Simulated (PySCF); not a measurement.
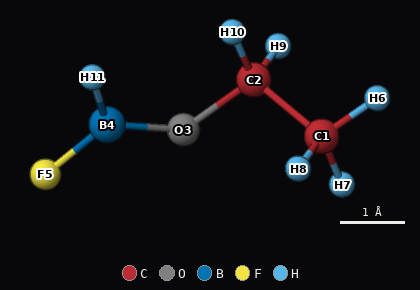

Fig. 1: The input geometry (ball-and-stick view, seen at a tilt; atoms are numbered from 1 in the order of the input). Bond lengths as drawn: B–F 1.33 Å, B–H 1.20 Å, B–O 1.34 Å, C–C 1.51 Å, C–H 1.09 to 1.10 Å and C–O 1.42 Å.

# GW calculation of C2H6BFO

The run: GW calculation of C2H6BFO. Method and program: G0W0 (B3LYP)/def2-SVP, RKS (PySCF 2.14.0).

The geometry comes from this level: PBE0-D4/def2-TZVP.

The program's output:
```
converged SCF energy = -279.639379333593
total energy: -279.63937933 hartree

WARN: GW QP energies may not be sorted from min to max

orbital   mean field (eV)   quasiparticle (eV)
  19      -8.9619     -11.3562
  20      -8.8111     -11.0391
  21       0.4999       3.4161
  22       1.5748       4.0278
```

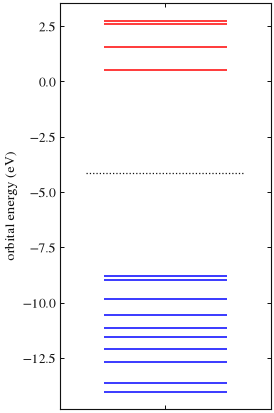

Fig. 2: Orbital energies near the frontier; the dotted line parts filled from empty levels, and levels within 0.02 eV of each other stand side by side. Highest filled −8.81 eV, lowest empty 0.50 eV, 9.31 eV apart.

The run was set up as follows.

Input (run.py):
```python
from pyscf import gto, dft, gw

mol = gto.M(
    atom='''
C     -0.378000    -0.674500     1.300800
C     -0.314400     0.511000     0.370200
O      0.862400     0.452100    -0.423700
B      0.811400     0.255300    -1.746500
F      1.959800     0.192000    -2.405600
H     -1.253500    -0.595800     1.949600
H      0.514000    -0.719500     1.928200
H     -0.450700    -1.607900     0.738400
H     -0.270400     1.444900     0.936500
H     -1.198200     0.549200    -0.275700
H     -0.217000     0.136200    -2.351400
''',
    verbose=3,
    basis='def2-svp',
    max_memory=1860,
    charge=0,
)

calc0 = dft.RKS(mol)
calc0.xc = 'b3lyp'
calc0.grids.level = 4
calc0.conv_tol = 1e-06
calc0.kernel()

etot = calc0.e_tot
print(f'total energy: {etot:.8f} hartree')

nocc = mol.nelec[0]
orbs = list(range(max(0, nocc - 2), min(mol.nao, nocc + 2)))
mygw = gw.GW(calc0, freq_int='ac')
mygw.orbs = orbs
mygw.kernel()
print('orbital   mean field (eV)   quasiparticle (eV)')
for p in orbs:
    print('%4d %12.4f %12.4f' % (p + 1, calc0.mo_energy[p] * 27.211386, mygw.mo_energy[p] * 27.211386))
```

Command:
```bash
OMP_NUM_THREADS=1 python run.py
```

Key numbers:

| quantity | value |
| --- | --- |
| outcome | converged |
| total energy | −279.639379 hartree |
| basis functions | 100 |
| HOMO | −8.81 eV |
| LUMO | 0.50 eV |
| dipole moment | 2.60 D |
| hardware | 1 thread of Arm Neoverse V1, 24 GiB of memory available, shared host |
| wall time | 21 s |
| peak memory | 0.56 GiB |
